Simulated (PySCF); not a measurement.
Al(H2S)F3 (AlF3H2S).

PySCF calculation, ωB97X/def2-SVPD, gas phase; geometry: GFN2-xTB. No frequency check shows the geometry to be a minimum. GFN2-xTB bond lengths at metals and heavier atoms can be off by up to 0.1 Å and shapes distorted, which carries into these values.

Geometry (Å), atoms numbered from 1:

```
Al1     -0.6771   -0.0014    0.0123
S2       1.7852   -0.0092   -0.2168
H3       1.8772    0.9850    0.6638
H4       1.8742   -0.9421    0.7363
F5      -0.9928    1.4043   -0.7791
F6      -0.6224    0.0692    1.6625
F7      -0.9972   -1.4598   -0.6714
```

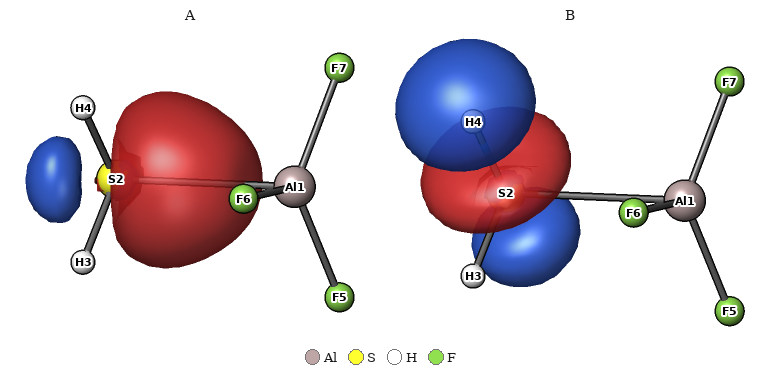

Intrinsic bond orbitals (IBO), occupied and valence-virtual; each surface holds about 70 % of the orbital's density. Energies are diagonal elements of the Fock matrix.

### What does each orbital represent in a Lewis picture?

By panel:
- A: pair mostly on S2, shared in part with Al1 (S2 86 %, Al1 14 %; −15.7 eV)
- B: σ* orbital H4–S2 (H4 57 %, S2 43 %; 4.6 eV)
